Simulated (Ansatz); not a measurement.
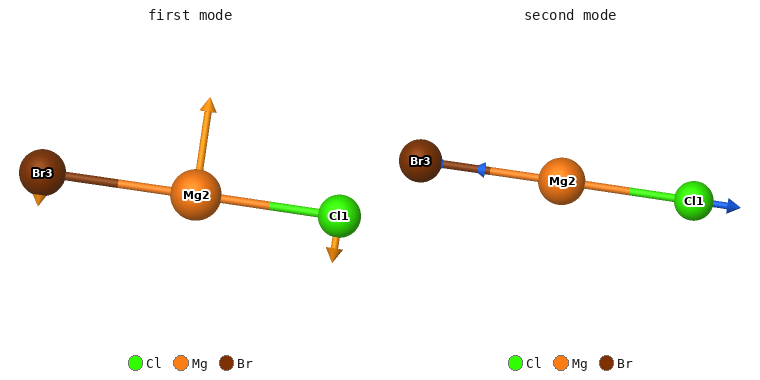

The system is BrClMg, SMILES [Cl][Mg][Br]; the picture shows the reference structure; its two panels give the patterns of the first and the second mode as arrows. Coordinates scanned: (1) normal mode 1 (100 cm⁻¹); (2) normal mode 3 (582 cm⁻¹). Nothing is relaxed (straight displacements along the two mass-weighted modes). Grid: 11 × 11 points. All energies are given in kcal/mol relative to the lowest grid point. Method: RKS r2SCAN-D4/def2-TZVP (Ansatz).

Its coordinates:

```yaml
atoms:
  - { symbol: Cl, position_ang: [0.8615, 1.9098, 0.6722] }
  - { symbol: Mg, position_ang: [0.0134, 0.0224, 0.0101] }
  - { symbol: Br, position_ang: [-0.8859, -1.9970, -0.6955] }
```

Range: normal mode 1 (100 cm⁻¹) from −2.48 to 2.48 amu½·Å; normal mode 3 (582 cm⁻¹) from −1.267 to 1.267 amu½·Å.

What will the energy surface look like?

The lowest grid point is at normal mode 1 (100 cm⁻¹) = 0.00 amu½·Å, normal mode 3 (582 cm⁻¹) = 0.000 amu½·Å. No other kind of well shows on this grid. The highest grid point, normal mode 1 (100 cm⁻¹) = 0.00 amu½·Å, normal mode 3 (582 cm⁻¹) = −1.267 amu½·Å, lies 30.0 kcal/mol above the lowest.

```
normal mode 3 (582 cm⁻¹) ↓, normal mode 1 (100 cm⁻¹) →  −2.48  −1.99  −1.49  −0.99  −0.50  0.00  0.50  0.99  1.49  1.99  2.48
                                                 1.267   21.9   21.3   21.1   21.1   21.2  21.2  21.2  21.1  21.2  21.4  21.9
                                                 1.014   15.8   14.8   14.1   13.8   13.6  13.6  13.6  13.8  14.2  14.8  15.9
                                                 0.760   11.1    9.6    8.7    8.1    7.8   7.7   7.8   8.1   8.7   9.7  11.1
                                                 0.507    7.5    5.8    4.7    4.0    3.6   3.5   3.6   4.0   4.7   5.9   7.5
                                                 0.253    5.0    3.3    2.1    1.4    1.0   0.9   1.0   1.4   2.2   3.4   5.1
                                                 0.000    3.8    2.2    1.1    0.4    0.1   0.0   0.1   0.5   1.1   2.2   3.9
                                                −0.253    3.8    2.5    1.6    1.2    1.0   1.0   1.0   1.2   1.7   2.5   3.9
                                                −0.507    5.3    4.4    4.0    3.9    4.0   4.0   4.0   4.0   4.0   4.4   5.3
                                                −0.760    8.3    8.2    8.5    8.9    9.3   9.5   9.3   9.0   8.5   8.2   8.4
                                                −1.014   13.3   14.2   15.5   16.7   17.6  17.9  17.6  16.7  15.5  14.2  13.3
                                                −1.267   20.5   22.9   25.5   27.8   29.4  30.0  29.4  27.8  25.5  22.9  20.6
```

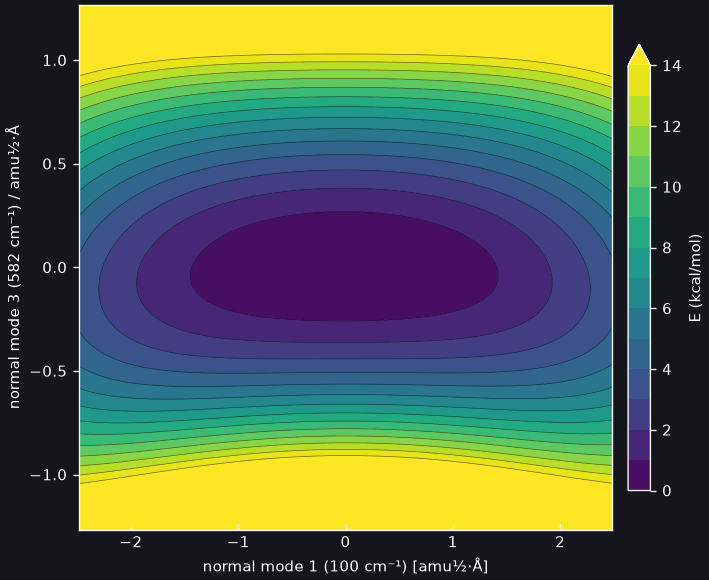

In the figure: filled contours, one colour for all values above the top of the scale. Between grid points the surface is interpolated.

Each point was launched as `ansatz run input.yaml --threads 1 --pin off --max-ram 2560MiB --backend cpu --events-out ev --progress --plain --runs-dir out`. Time for the 121 points that were run: 15 min on 1 thread of Arm Neoverse V1, with other jobs on the host.
